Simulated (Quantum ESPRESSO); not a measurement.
# N K ELNES/XANES of TiIN (Pmmn) from DFT, part 3 of 4

Aim: the near-edge shape at the N K edge of TiIN (Pmmn), and what the core hole does to it.

Quantum ESPRESSO 7.5; X-ray absorption near-edge structure, plane-wave PAW LDA, one-electron final states by a Lanczos continued fraction.

So far. Step 2 (Ground state of the crystal): The mesh shows no gap, so the system is treated as a metal and the core electron is put at the Fermi level (neutral cell). Step 3 (Spectrum without a core hole, N atom 5): Main maxima below 24 eV (height): 2.9 eV (1.82), 5.2 eV (1.61), 7.0 eV (1.18), 13.4 eV (1.00), 16.3 eV (0.98) and 18.2 eV (1.01).

**8. Spectrum with XCH, N atom 5**

The Lanczos recursion gives the spectrum without computing empty bands; each polarisation needs a run of its own on the full k mesh. xe0 is set between filled and empty states, and states below it are cut, here at the Fermi level, which holds the excited electron. The file of filecore holds the core orbital, taken from the hole-free data set.

xspectra.in reads:

```
&input_xspectra
   calculation='xanes_dipole', edge='K'
   prefix='x', outdir='tmp', xiabs=3, xe0=7.9845
   xonly_plot=.false., x_save_file='xanes.sav'
   xniter=3000, xcheck_conv=20, xerror=0.005
   xcoordcrys=.false., xepsilon(1)=1, xepsilon(2)=0, xepsilon(3)=0
/
&plot
   xnepoint=413, xemin=-10, xemax=45, terminator=.true., cut_occ_states=.true.
   xgamma=0.4
/
&pseudos
   filecore='../N.wfc'
/
&cut_occ
   cut_desmooth=0.1, cut_stepl=0.05, cut_stepu=0.05, cut_ierror=1e-5
/
6 6 6 0 0 0
```

xspectra_1.in, as its differences from xspectra.in of step 8:

```diff
@@ -5,3 +5,3 @@
    xniter=3000, xcheck_conv=20, xerror=0.005
-   xcoordcrys=.false., xepsilon(1)=1, xepsilon(2)=0, xepsilon(3)=0
+   xcoordcrys=.false., xepsilon(1)=0, xepsilon(2)=1, xepsilon(3)=0
 /
```

xspectra_2.in, as its differences from xspectra_1.in of step 8:

```diff
@@ -5,3 +5,3 @@
    xniter=3000, xcheck_conv=20, xerror=0.005
-   xcoordcrys=.false., xepsilon(1)=0, xepsilon(2)=1, xepsilon(3)=0
+   xcoordcrys=.false., xepsilon(1)=0, xepsilon(2)=0, xepsilon(3)=1
 /
```

Launch:

```
> OMP_NUM_THREADS=1 mpirun --oversubscribe --bind-to none -np 4 xspectra.x -nk 4 -in xspectra.in > xspectra.out
```

The log of the run:

```text
     [... banner and references ...]
Reading input_file

     calculation: xanes_dipole

     xepsilon  [cartesian coordinates]:   1.000000   0.000000   0.000000

     xonly_plot: FALSE
        => complete calculation: Lanczos + spectrum plot

     filecore (core-wavefunction file): ../N.wfc

     main plot parameters:
        cut_occ_states: TRUE
        gamma_mode:  constant
        -> using xgamma [eV]:  0.40
        xemin [eV]: -10.00
        xemax [eV]:  45.00
        xnepoint:  413
        xe0 [eV]:   7.984500 (energy zero read in input file)

     WARNING: variable ef_r is obsolete

                      Reading SCF save directory: x.save

     tmp/x.save/

     Exchange-correlation= PZ
                           (   1   1   0   0   0   0   0)

     G-vector sticks info

                           Getting the Fermi energy

     From SCF save directory:
        ehomo [eV]:    8.3482 (highest occupied level)
        elumo [eV]:    8.3523 (lowest occupied level)
        ef    [eV]:    8.3482

     -> ef (in eV) will be written in x_save_file

                           Energy zero of the spectrum

     -> ef will NOT be used as energy zero of the spectrum
       (because xe0 read in input file)

     G-vector sticks info

     bravais-lattice index     =            0
     lattice parameter (alat)  =       9.9792  a.u.
     unit-cell volume          =    1674.2640 (a.u.)^3
     number of atoms/cell      =           12
     number of atomic types    =            4
     number of electrons       =        97.00
     number of Kohn-Sham states=           60
     kinetic-energy cutoff     =      52.0000  Ry
     charge density cutoff     =     560.0000  Ry
     Exchange-correlation= PZ
                           (   1   1   0   0   0   0   0)

     celldm(1)=   9.979240  celldm(2)=   0.000000  celldm(3)=   0.000000
     celldm(4)=   0.000000  celldm(5)=   0.000000  celldm(6)=   0.000000

     crystal axes: (cart. coord. in units of alat)
               a(1) = (  -0.665621   0.746290   0.000000 )
               a(2) = (  -0.665621  -0.746290   0.000000 )
               a(3) = (   0.665621   0.000000   1.695770 )

     reciprocal axes: (cart. coord. in units 2 pi/alat)
               b(1) = ( -0.751179  0.669981  0.294851 )
               b(2) = ( -0.751179 -0.669981  0.294851 )
               b(3) = (  0.000000  0.000000  0.589703 )

     ../pp/I.lda-n-kjpaw.UPF
     Pseudo is Projector augmented-wave + core cor, Zval =  7.0
     Shape of augmentation charge: PSQ
     Using radial grid of 1247 points,  6 beta functions with:
                l(1) =   0
                l(2) =   0
                l(3) =   1
                l(4) =   1
                l(5) =   2
[...]
Q(r) pseudized with 0 coefficients

     PseudoPot. #2 for Ti:     Pseudo is Projector augmented-wave + core cor, Zval = 12.0

     ../pp/N.lda-n-kjpaw-1sch.UPF
     Pseudo is Projector augmented-wave + core cor, Zval =  6.0
     Shape of augmentation charge: PSQ
     Using radial grid of 1085 points,  4 beta functions with:
[...]
Q(r) pseudized with 0 coefficients

     ../pp/N.lda-n-kjpaw.UPF
     Pseudo is Projector augmented-wave + core cor, Zval =  5.0
     Shape of augmentation charge: PSQ
     Using radial grid of 1085 points,  4 beta functions with:
[...]
l(2) =   0
                l(3) =   1
                l(4) =   1
     Q(r) pseudized with 0 coefficients

     atomic species   valence    mass     pseudopotential
     I                 7.00     1.00000     I ( 1.00)
     Ti               12.00     1.00000     Ti( 1.00)
     N0                6.00     1.00000     N ( 1.00)
     N                 5.00     1.00000     N ( 1.00)

      4 Sym. Ops. (no inversion) found

   Cartesian axes

     site n.     atom                  positions (alat units)
         1        I      tau(   1) = (  -0.0000000   0.0000000   1.1616025  )
         2        I      tau(   2) = (  -0.6656205  -0.0000000   1.1616025  )
[...]
10        N      tau(  10) = (  -0.6656205   0.0000000   0.0508731  )
        11        N      tau(  11) = (  -0.3328103  -0.3731452   1.6448970  )
        12        N      tau(  12) = (  -0.3328103   0.3731452   1.6448970  )

     number of k points=   216  Marzari-Vanderbilt smearing, width (Ry)=  0.0150

     Number of k-points >= 100: set verbosity='high' to print them.

     Dense  grid:   374817 G-vectors     FFT dimensions: (  75,  75, 144)

     Smooth grid:    84765 G-vectors     FFT dimensions: (  45,  45,  90)

     The potential is recalculated from file :
     tmp/x.save/charge-density

     Starting wfcs are   72 atomic wfcs
     Checking if some PAW data can be deallocated...

               Reading core wavefunction file for the absorbing atom

     ../N.wfc successfully read

                              Attributing the PAW radii
                     for the absorbing atom [units: Bohr radius]

        PAW proj 1: r_paw(l= 0)= 1.95  (1.5*r_cut)
        PAW proj 2: r_paw(l= 0)= 1.95  (1.5*r_cut)
        PAW proj 3: r_paw(l= 1)= 2.03  (1.5*r_cut)
        PAW proj 4: r_paw(l= 1)= 2.03  (1.5*r_cut)

        NB: The calculation will not necessary use all these r_paw values.
            - For a edge in the electric-dipole approximation,
              only the r_paw(l=1) values are used.
            - For a K edge in the electric-quadrupole approximation,
              only the r_paw(l=2) values are used.

            - For a L2 or L3 edge in the electric-quadrupole approximation,

              all projectors (s, p and d) are used.

     init_gipaw_1: projectors nearly linearly dependent:
     ntyp =  2, l/n1/n2 =  2 2 1  0.99072326

                          Starting XANES calculation
                     in the electric dipole approximation

     Method of calculation based on the Lanczos recursion algorithm
        - STEP 1: Construction of a kpoint-dependent Lanczos basis,
          in which the Hamiltonian is tridiagonal (each 'iter'
          corresponds to the calculation of one more Lanczos vector)
        - STEP 2: Calculation of the cross-section as a continued fraction
          averaged over the k-points.

     ... Begin STEP 1 ...

        Radial transition matrix element(s) used in the calculation of the
        initial vector of the Lanczos basis (|tilde{phi}_abs> normalized)
        | For PAW proj. (l=1) #1: radial matrix element =   0.185967535
        | For PAW proj. (l=1) #2: radial matrix element =   0.225510362

NB: the    54 k-point are not all listed below because npool=  4
        |-------------------------------------------------------------
        ! k-point #     1:  ( 0.0000,  0.0000,  0.0000),  0.0093,   1
        |-------------------------------------------------------------
 okvan= T
        |   Norm of the initial Lanczos vector: 0.14956759E+00
        |   Estimated error at iter     20:   1.00688059
        |   Estimated error at iter     40:   0.62042051
        |   Estimated error at iter     60:   0.29801007
        |   Estimated error at iter     80:   0.27209815
        |   Estimated error at iter    100:   0.21721981
[...]
!   => CONVERGED at iter    380 with error=  0.00445326
        |-------------------------------------------------------------
        ! k-point #     2:  ( 0.0000,  0.0000,  0.0983),  0.0093,   1
        |-------------------------------------------------------------
 okvan= T
        |   Norm of the initial Lanczos vector: 0.14956780E+00
[...]
!   => CONVERGED at iter    400 with error=  0.00362911
        |-------------------------------------------------------------
     [... 51 further k-points ...]
        ! k-point #    54:  (-0.3756, -0.1117,  0.6388),  0.0093,   1
        |-------------------------------------------------------------
 okvan= T
        |   Norm of the initial Lanczos vector: 0.14956747E+00
[...]
|   Estimated error at iter    460:   0.01066217
        |   Estimated error at iter    480:   0.00735553
        |   Estimated error at iter    500:   0.00793465
        !   => CONVERGED at iter    520 with error=  0.00397092

     Results of STEP 1 successfully written in x_save_file
     x_save_file name:
     ->  xanes.sav
     x_save_file version:  2

     ... End STEP 1 ...

     ... Begin STEP 2 ...

     The spectrum is calculated using the following parameters:
        xe0 [eV]:    7.9845
        the occupied states are elimintate from the spectrum
        xemin [eV]: -10.00
        xemax [eV]:  45.00
        xnepoint:  413
        constant broadening parameter [eV]:    0.400
        Core level energy [eV]:  -409.9
         (from electron binding energy of neutral atoms in X-ray data booklet)

     Cross-section successfully written in xanes.dat

     ... End STEP 2 ...

                                END JOB XSpectra
```

Run time: 20 min. Hardware: 4 MPI ranks of Arm Neoverse V1, shared host; peak memory 0.44 GiB; 80 min of CPU time.

The N K spectrum, N atom 5, excited-electron core hole (neutral cell) (energy from the energy zero of the input (xe0, at the border of filled and empty states); intensity scaled to a mean of 1 over the first 20 eV; the points at xe0, where the cut of filled states can leave a spike, are interpolated; polarised curves are means over the symmetry-equivalent atoms):

```
E (eV)  isotropic  ε ∥ x  ε ∥ y  ε ∥ z
  -2.0       0.10   0.08   0.09   0.11
  -0.5       0.39   0.30   0.40   0.48
   1.0       1.74   1.13   1.68   2.42
   2.5       1.32   2.57   0.54   0.86
   4.0       1.39   1.40   1.71   1.06
   5.5       1.06   0.61   1.50   1.05
   7.0       0.67   0.58   0.72   0.72
   8.5       0.80   0.71   0.86   0.83
  10.0       0.81   0.85   0.81   0.77
  11.5       1.01   1.11   1.14   0.79
  13.0       0.97   0.98   1.05   0.87
  14.5       0.95   1.25   1.03   0.57
  16.0       0.81   0.78   1.02   0.62
  17.5       0.96   0.91   0.93   1.05
  19.0       0.73   0.80   0.75   0.65
  20.5       0.73   0.83   0.64   0.72
  22.0       0.69   0.71   0.61   0.75
  23.5       0.63   0.62   0.56   0.72
  25.0       0.60   0.47   0.49   0.84
  26.5       0.56   0.36   0.48   0.85
  28.0       0.44   0.37   0.40   0.53
  29.5       0.48   0.46   0.43   0.56
  31.0       0.58   0.56   0.51   0.68
```

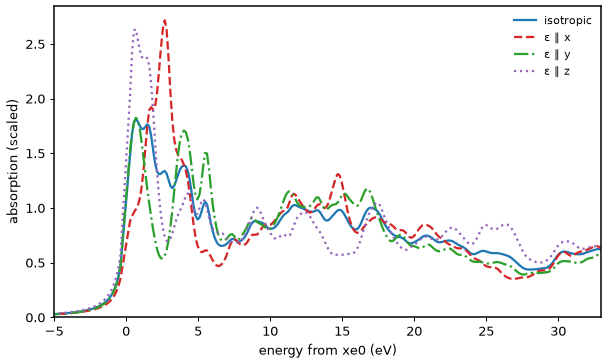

The N K edge, N atom 5, excited-electron core hole (neutral cell): main maxima at 0.7, 1.5 and 4.0 eV.

Main maxima below 24 eV (height): 0.7 eV (1.82), 1.5 eV (1.77), 2.7 eV (1.34), 4.0 eV (1.39), 5.5 eV (1.06) and 11.8 eV (1.03). 

The total-energy difference is 400.01 eV. One term is added: -7.76 eV, since the hole is spin-paired here and a spin-polarised one costs that much less in the free atom (computed apart). The photon energy is then 392.25 eV. The functional leaves an error in such absolute values: in the free atom LDA prices this hole 3.5 eV below PBE (computed apart), and PBE is itself good to a few eV.

**9. Another broadening**

The final state's lifetime shortens with energy, so measured features broaden above the edge; the saved Lanczos coefficients are redrawn with a width that grows.

xspectra_plot.in reads:

```
&input_xspectra
   calculation='xanes_dipole', edge='K'
   prefix='x', outdir='tmp', xiabs=3, xe0=7.9845
   xonly_plot=.true., x_save_file='xanes.sav'
   xniter=3000, xcheck_conv=20, xerror=0.005
   xcoordcrys=.false., xepsilon(1)=1, xepsilon(2)=0, xepsilon(3)=0
/
&plot
   xnepoint=413, xemin=-10, xemax=45, terminator=.true., cut_occ_states=.true.
   gamma_mode='variable', gamma_energy(1)=4, gamma_energy(2)=25, gamma_value(1)=0.3, gamma_value(2)=2.5
/
&pseudos
   filecore='../N.wfc'
/
&cut_occ
   cut_desmooth=0.1, cut_stepl=0.05, cut_stepu=0.05, cut_ierror=1e-5
/
6 6 6 0 0 0
```

Launch:

```
> OMP_NUM_THREADS=1 xspectra.x -in xspectra_plot.in > xspectra_plot.out
```

The log of the run:

```text
     [... banner and references ...]
Reading input_file
     -------------------------------------------------------------------------

     calculation: xanes_dipole

     xonly_plot: TRUE
        => only the spectrum plot

     main plot parameters:
        cut_occ_states: TRUE
        gamma_mode:  variable
        -> first, constant up to point ( 4.00, 0.30) [eV]
        -> then, linear up to point (25.00, 2.50) [eV]
        -> finally, constant up to xemax
        xemin [eV]: -10.00
        xemax [eV]:  45.00
        xnepoint:  413
[...]
xemin [eV]: -10.00
        xemax [eV]:  45.00
        xnepoint:  413
        energy-dependent broadening parameter:
         -> first, constant up to point ( 4.00, 0.30) [eV]
         -> then, linear up to point (25.00, 2.50) [eV]
         -> finally, constant up to xemax
        Core level energy [eV]:  -409.9
         (from electron binding energy of neutral atoms in X-ray data booklet)

     Cross-section successfully written in xanes.dat

     -------------------------------------------------------------------------
                                END JOB XSpectra
     -------------------------------------------------------------------------
[key lines of the parts left out:]
Fermi level [eV]:   8.3482
```

Run time: 10 s. Hardware: 1 MPI rank; peak memory 0.05 GiB.

With a Lorentzian half width 0.3 eV up to 4 eV, rising linearly to 2.5 eV at 25 eV, the maxima are 0.5 eV (2.00), 1.6 eV (1.90), 2.7 eV (1.40), 4.0 eV (1.47), 5.5 eV (1.04) and 11.9 eV (0.94).

**10. Supercell with XCH, N atom 5**

This attempt departs from the first core-hole run: occupations to [fd, 0.1].

scf.in reads:

```
&control
   calculation='scf', prefix='x', pseudo_dir='../pp', outdir='tmp', tprnfor=.true.
/
&system
   ibrav=0, nat=12, ntyp=4, nbnd=60
   ecutwfc=52, ecutrho=560
   occupations='smearing', smearing='fd', degauss=0.1
/
&electrons
   conv_thr=1.2e-07, electron_maxstep=120
   mixing_beta=0.5
/
ATOMIC_SPECIES
I 1.0 I.lda-n-kjpaw.UPF
Ti 1.0 Ti.lda-spn-kjpaw.UPF
N0 1.0 N.lda-n-kjpaw-1sch.UPF
N 1.0 N.lda-n-kjpaw.UPF
CELL_PARAMETERS angstrom
  -3.51500000 3.94100000 0.00000000
  -3.51500000 -3.94100000 0.00000000
  3.51500000 0.00000000 8.95500000
ATOMIC_POSITIONS crystal
I    0.34250000 0.34250000 0.68500000
I    0.84250000 0.84250000 0.68500000
I    0.15750000 0.65750000 0.31500000
I    0.65750000 0.15750000 0.31500000
Ti   0.21000000 0.21000000 0.92000000
Ti   0.71000000 0.71000000 0.92000000
Ti   0.29000000 0.79000000 0.08000000
Ti   0.79000000 0.29000000 0.08000000
N0   0.01500000 0.01500000 0.03000000
N    0.51500000 0.51500000 0.03000000
N    0.48500000 0.98500000 0.97000000
N    0.98500000 0.48500000 0.97000000
K_POINTS automatic
5 5 5 0 0 0
```

Launch:

```
> OMP_NUM_THREADS=1 mpirun --oversubscribe --bind-to none -np 4 pw.x -nk 4 -in scf.in > scf.out
```

The log of the run:

```text
     [... banner and references ...]
[banner, memory and clock lines left out]
using ibrav=0 with symmetry is DISCOURAGED, use correct ibrav instead

     G-vector sticks info

     bravais-lattice index     =            0
     lattice parameter (alat)  =       9.9792  a.u.
     unit-cell volume          =    1674.2640 (a.u.)^3
     number of atoms/cell      =           12
     number of atomic types    =            4
[...]
atom    1 type  1   force =    -0.00000000    0.00000000   -0.05256767
     atom    2 type  1   force =    -0.00000000    0.00000000   -0.05780372
     atom    3 type  1   force =     0.00000000    0.00000000    0.05623524
[...]
atom   11 type  4   force =    -0.00000000    0.00000000   -0.02318198
     atom   12 type  4   force =    -0.00000000    0.00000000   -0.02318198

     Total force =     0.133222     Total SCF correction =     0.001152

     XML data file, charge density, pseudopotentials, collected wavefunctions
[key lines of the parts left out:]
!    total energy              =   -2308.11451364 Ry
the Fermi energy is     7.9301 ev
convergence has been achieved in  15 iterations
```

The job ended after 3.8 min (4 MPI ranks; peak memory 0.58 GiB).

The run finished. A setting was moved off its sound value on purpose, so it serves as a test and not as the result.

The fault put into the input: the smearing is far too wide.

(Continued in part 4 of 4.)

[Banner, clock and machine lines of the logs are left out without a mark of their own.]

[Logs are printed without paths, hosts, clocks, repeated set-up lines and the standing remarks that a program may print on its own settings, such as how far it seeks lower states.]

[Hosts, paths, dates, database ids (printed as entryN), source tags and the programs' standing remarks are cut or masked in the printed files.]

[Lists of maxima count a maximum above −3 eV only where it reaches 4 % of the highest in the window and stands out from its surroundings by 2 % of it (1.5 % where it reaches 55 %); shoulders and weaker maxima are passed over, and of the rest the first, up to two pre-edge ones and the few strongest are named.]
